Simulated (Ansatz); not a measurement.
# ClH$_{3}$O$_{3}$Ti···HBr: what the fields show

```xyz
10

Ti   -0.2151    0.2908   -0.3839
O     0.1882    1.4388    1.0033
H    -0.3326    2.2214    1.2654
Cl    1.1969    0.5826   -2.0799
O    -1.8907    0.5661   -0.9251
H    -2.6559   -0.0368   -0.9439
O    -0.0397   -1.3209    0.3180
H     0.3384   -1.4948    1.2174
Br    1.1523   -0.4809    3.2912
H     0.7690    0.5963    2.3286
```

All numbers below come from Ansatz, RKS PBE/def2-SVP.

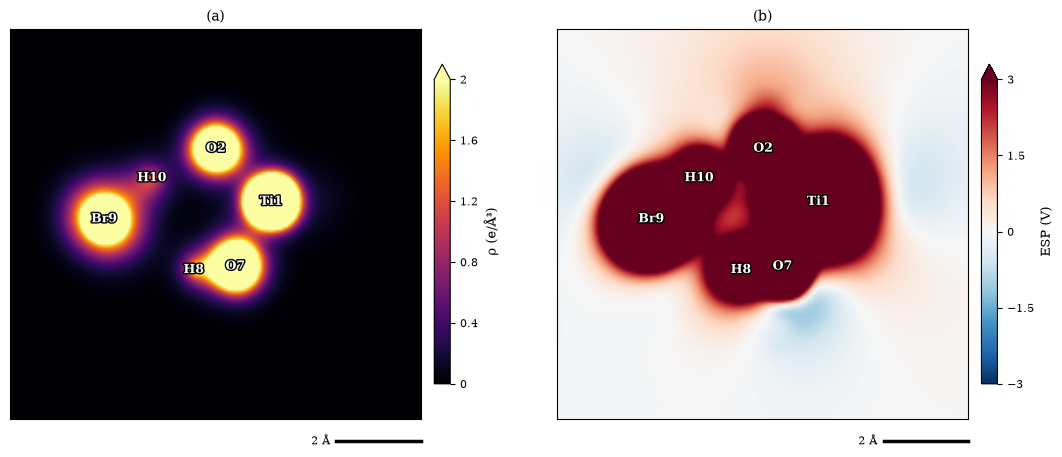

Figure 1. (a) total electron density; (b) molecular electrostatic potential on the plane of atoms Ti1, O7 and H8.

Describe what can be read from this map.

- The plane passes through Ti, O, H and Br nuclei.
- O2···H10 (1.67 Å): the density falls to about 0.35 e/Å³ on the way.
- Ti–O (1.77 Å): the density is about 1.1 e/Å³ at the midpoint.
- O–H (0.99 Å): ρ at the midpoint is about 3.5 e/Å³.
- Ti–O (1.85 Å): ρ at the midpoint is about 0.9 e/Å³.
- Br–H (1.49 Å): ρ at the midpoint is about 1.5 e/Å³.
- Outside the dense part of the complex the potential is most negative (−1.1 V) near O7.

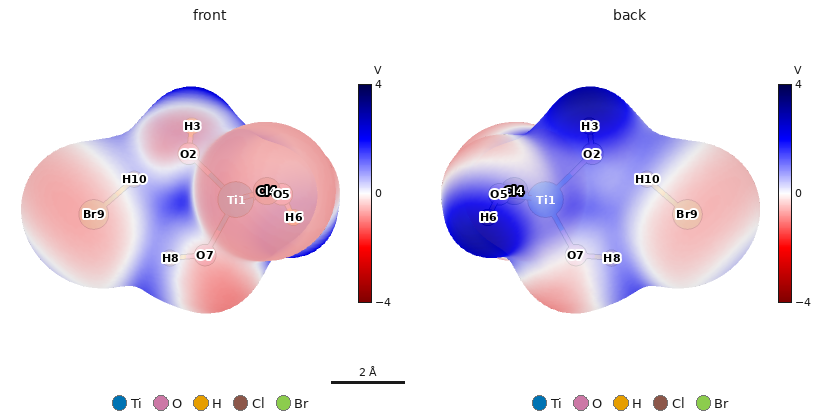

Figure 2. The electrostatic potential painted on the density surface at 0.002 e/bohr³, seen from the front and from behind; red is negative and blue positive.

Where is the surface potential most negative and most positive?

The most negative region (about −0.9 V, or −21 kcal/mol for a unit charge) lies over O7, the most positive (about +3.0 V, or +69 kcal/mol for a unit charge) over H3 and H6. Br9 shows a σ-hole: about +0.3 V, or +7 kcal/mol for a unit charge at the tip opposite its bond, against about −0.2 V on its flanks.

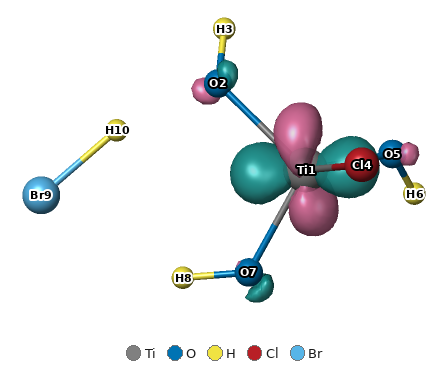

Figure 3. The LUMO at ±0.3 Å⁻³ᐟ² (teal and pink are the two phases), seen across its widest extent.

Where does this orbital lie, and at what energy?

By Hirshfeld shares it lies mainly on Ti1 (about 75 %) and O2 (about 5 %). Its energy is −3.15 eV.
